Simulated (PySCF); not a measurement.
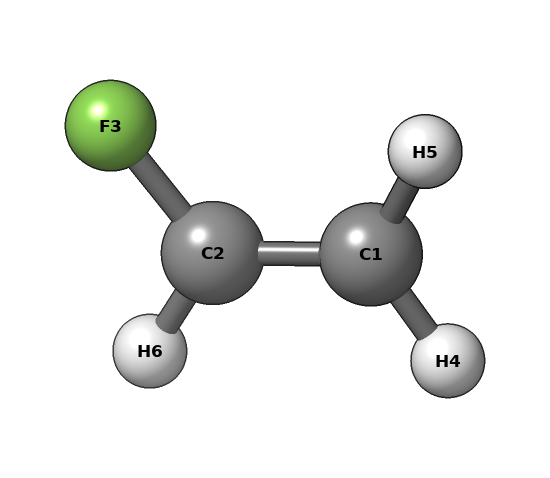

The geometry was computed by an optimisation with PBE0-D3(BJ)/def2-TZVP. No frequency run is at hand to confirm it as a minimum. Properties computed with PBE0/pcJ-2 indirect spin-spin coupling, non-relativistic, gas phase (PySCF 2.14.0). Isotopes: 13C, 19F, 1H.

Give the spin–spin coupling constants of these pairs, with the number of bonds between them: C1/C2, C1/H4, C2/F3, C2/H6, C1/F3, C1/H6, C2/H4, C2/H5, F3/H6, H4/H5, F3/H4, F3/H5, H4/H6.

```tsv
pair	bonds apart	J (Hz)
C1, C2	1	88.0
C1, H4	1	160.8
C2, F3	1	−335.0
C2, H6	1	193.8
C1, F3	2	10.8
C1, H6	2	14.3
C2, H4	2	8.1
C2, H5	2	−9.8
F3, H6	2	88.5
H4, H5	2	−4.2
F3, H4	3	47.1
F3, H5	3	17.0
H4, H6	3	6.1
```

Density functionals are unreliable for couplings to fluorine, so those rows may be far off.
